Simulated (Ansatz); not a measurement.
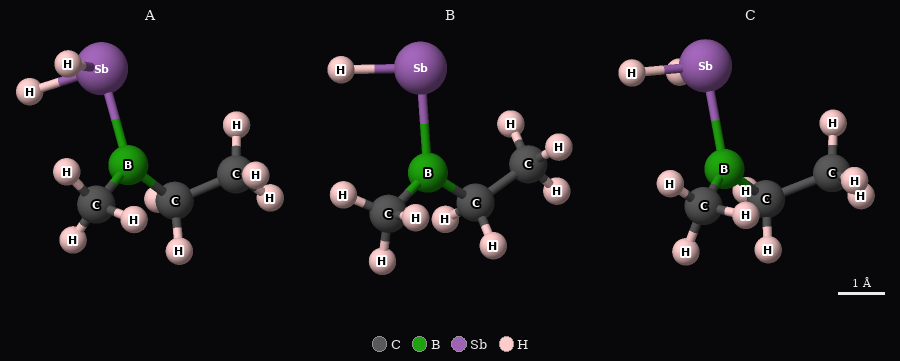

3 geometries from one relaxation of C$_{3}$H$_{10}$BSb, in shuffled order. A ball-and-stick model, seen from a free direction.

The run prepares an end point of a later path (inversion) calculation, from a guessed geometry.

Computed with RKS BLYP-D4/def2-SVP in Ansatz 0.2.0. Set-up: no spin polarisation; force threshold 0.015 eV/Å; at most 40 steps.

Put them in the order of the run, from the start to the converged end.

Answer. A, C, B. They are steps 0, 11, 39, at +85.7 kJ/mol, +5.48 kJ/mol relative to the last. An H atom moves most after the best rigid fit: 2.12 Å. By element the largest moves are H 2.12 Å, Sb 0.98 Å, C 0.46 Å, B 0.35 Å. Near-neighbour distances that change, for instance: C–H 0.985 → 1.112 Å, C–C 1.463 → 1.542 Å, B–Sb 2.227 → 2.301 Å, C–H 1.152 → 1.119 Å. Among the angles between lasting bonds that change: C–C–B 110.8° → 120.5°, B–C–H 107.2° → 115.8°, B–C–H 110.0° → 102.0°. Groups turn about B–Sb by about 60°, B–C by about 40°, B–C by about 35°. After 32 accepted moves (39 points after the start) the energy has fallen by 85.7 kJ/mol. The largest force component goes from 7.6 to 0.013 eV/Å. The line search rejected the trial steps at points 3, 12, 19, 20, 23, 27, 34 of the run.
